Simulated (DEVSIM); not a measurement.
Structure: Pt/HfO2/SiO2/p-Si capacitor, at 300 K.

```
layer (left to right)  material  thickness (nm)  Na (cm⁻³)
---------------------  --------  --------------  ---------
1                          HfO2            4.30          -
2                          SiO2           0.800          -
3                            Si            2100     7.5e16
```

Metal gate on the left, work function 5.6 eV. Fixed charge at the semiconductor interface 2.7e12 cm⁻² (in units of +e); interface traps 1e12 cm⁻² eV⁻¹, uniform in energy, neutral level at 0.3 of the gap above the valence band.

Constants are typed, rounded textbook-type inputs, not results; the design itself was drawn at random and stands for no fabricated device. Values at 300 K.

```csv
parameter,HfO2,SiO2,Si
gap (eV),5.7,9,1.124
affinity (eV),2.5,0.9,4.05
permittivity,22,3.9,11.7
Nc (cm⁻³),-,-,2.86e19
Nv (cm⁻³),-,-,3.1e19
```

Model (solved in DEVSIM): 1D Poisson equation in equilibrium, Boltzmann statistics, complete ionisation; no quantum confinement or tunnelling. Metal contacts follow the ideal Schottky-Mott rule: no Fermi-level pinning, no interface dipoles.

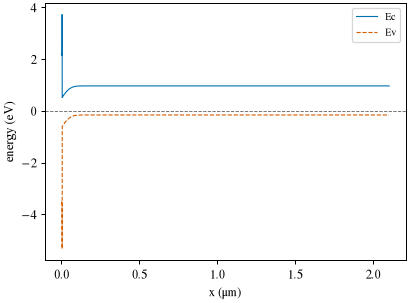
Figure. Band edges at 0.9 V on the gate

Energies count from the Fermi level of the right contact; mesh points crowd at the junctions.

```
x (μm)    Ec (eV)  Ev (eV)  n (cm⁻³)  p (cm⁻³)  field (V/cm)
--------  -------  -------  --------  --------  ------------
0.000       2.200   -3.500     < 1e2     < 1e2       -150000
0.001092    2.184   -3.516     < 1e2     < 1e2       -150000
0.002498    2.163   -3.537     < 1e2     < 1e2       -150000
0.003798    2.144   -3.556     < 1e2     < 1e2       -150000
0.004713    3.701   -5.298     < 1e2     < 1e2       -830000
0.005362    0.522   -0.602    4.8e10     2.4e9         99000
0.007039    0.539   -0.585    2.5e10     4.6e9         97000
0.01250     0.590   -0.534     3.5e9    3.3e10         90000
0.02198     0.670   -0.454     1.6e8    7.4e11         79000
0.04324     0.813   -0.311    630000    1.9e14         55000
0.08673     0.949   -0.175      3300    3.5e16         12000
0.2326      0.968   -0.156      1600    7.5e16           ≈ 0
0.5022      0.968   -0.156      1500    7.5e16           ≈ 0
1.054       0.968   -0.156      1500    7.5e16           ≈ 0
1.713       0.968   -0.156      1500    7.5e16           ≈ 0
1.926       0.968   -0.156      1500    7.5e16           ≈ 0
2.021       0.968   -0.156      1500    7.5e16           ≈ 0
2.067       0.968   -0.156      1500    7.5e16           ≈ 0
2.092       0.968   -0.156      1500    7.5e16           ≈ 0
2.099       0.968   -0.156      1500    7.5e16           ≈ 0
2.103       0.968   -0.156      1500    7.5e16           ≈ 0
2.105       0.968   -0.156      1500    7.5e16           ≈ 0
```
